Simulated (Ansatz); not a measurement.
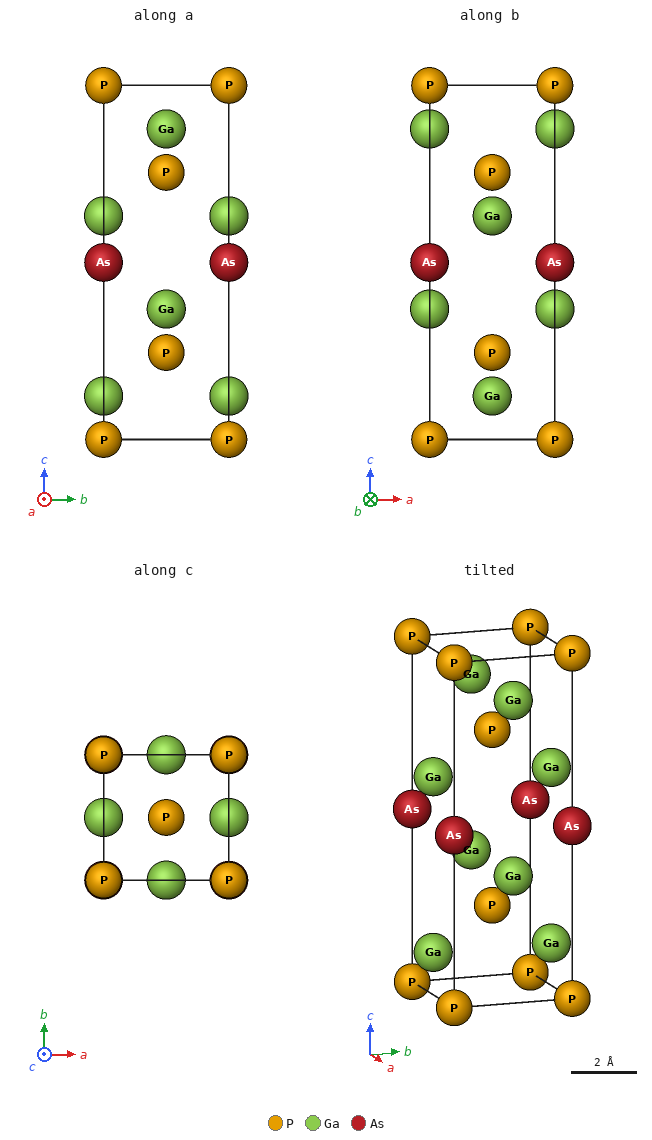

A spheres-only rendering, viewed along the a axis, along the b axis, along the c axis and slightly off an axis. One conventional unit cell is framed, with atoms on its boundary repeated.

Lattice parameters: a = 3.894 Å, b = 3.894 Å, c = 10.999 Å, α = 90.00°, β = 90.00°, γ = 90.00°.

Set out the cell and atoms as a table of Wyckoff sites, with free fractional coordinates to two decimals.

Answer. Space group P-4m2 (No. 115).
| atom | site | x | y | z |
| --- | --- | --- | --- | --- |
| P | 2f | 0.50 | 0.50 | 0.25 |
| Ga | 2g | 0.50 | 0.00 | 0.12 |
| P | 1a | 0.00 | 0.00 | 0.00 |
| Ga | 2g | 0.50 | 0.00 | 0.63 |
| As | 1d | 0.00 | 0.00 | 0.50 |

Provenance: a structure type filled with these elements by a generator (whether the compound takes this form wasn't checked). This is the structure after a relaxation with DFT, r2SCAN, plane waves, PAW (Ansatz).
